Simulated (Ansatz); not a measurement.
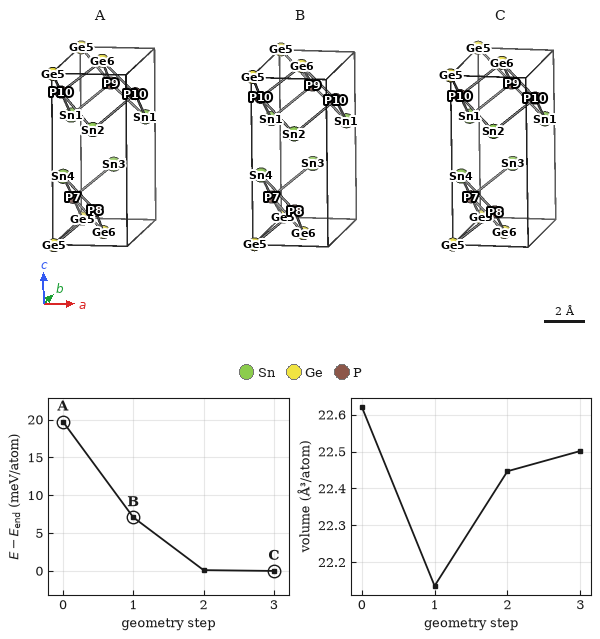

Frames of a relaxation of solid Sn2GeP2 (a generated structure, set up in P1) (coarse preliminary run), marked on the history of the run. Style: ball-and-stick. Shown: the cell of the calculation, slightly off an axis.

Method: DFT PBE, scalar-relativistic, plane waves, PAW in Ansatz 0.2.0. Settings: plane-wave cutoff 420 eV; k-point mesh 6 × 4 × 4; occupations gaussian; smearing width 0.2 eV; no spin polarisation; cell and atoms relaxed; force threshold 0.025 eV/Å; at most 60 steps.

Question: What happens along the run?

Answer: The run was cut off at its time limit before the program reported convergence, but its last step already meets the force threshold: the largest component is 0.0048 eV/Å against 0.025 eV/Å. The pressure is within 0.03 GPa of its target. Over 3 geometry steps the energy falls by 19.7 meV per atom. The largest force component goes from 0.6 to 0.0048 eV/Å. The pressure goes from 0.72 to 0.03 GPa. P9 moves most relative to the cell: 0.13 Å roughly along [3 1 1]. By element the largest moves are P 0.13 Å, Sn 0.07 Å, Ge 0.06 Å. Cell: a 3.814 → 3.872 Å (+1.5 %), b 6.694 → 6.654 Å (−0.6 %), c 8.869 → 8.735 Å (−1.5 %), α 91.9° → 90.8°, β 88.9° → 90.0°, γ 89.3° → 90.0°. Volume −0.5 %. Among the contacts that change: Ge5–P9 2.858 → 2.694 Å, Sn1–P10 2.862 → 2.707 Å, Sn1–P9 2.561 → 2.709 Å, Ge6–P7 2.559 → 2.691 Å. Bond angles that change, for instance: Sn1–P9–Ge5 172.8° → 179.5°, P8–Ge5–P9 92.8° → 88.1°, P8–Ge5–P9 175.3° → 179.9°. The space group (tolerance 0.01 Å) goes from P1 (No. 1) to C2/m (No. 12). Cost: 6.8 min on 1 thread of Arm Neoverse V2, with other jobs on the host, peak memory 0.78 GiB. From step 0 to 1: Sn4 moves most (0.16 Å), volume −2.1 %, energy −12.6 meV per atom. From step 1 to 3: Ge5 moves most (0.10 Å), volume +1.7 %, energy −7.1 meV per atom.

| step | E − E(0), meV/atom | largest force component, eV/Å | pressure, GPa | volume, Å³/atom |
| --- | --- | --- | --- | --- |
| 0 | 0.00 | 0.6035 | 0.72 | 22.622 |
| 1 | -12.64 | 0.3001 | 0.37 | 22.136 |
| 2 | -19.62 | 0.0151 | 0.11 | 22.447 |
| 3 | -19.73 | 0.0048 | 0.03 | 22.501 |

Limits of the set-up: layers or molecules are held without a dispersion correction, so their spacing is unreliable.
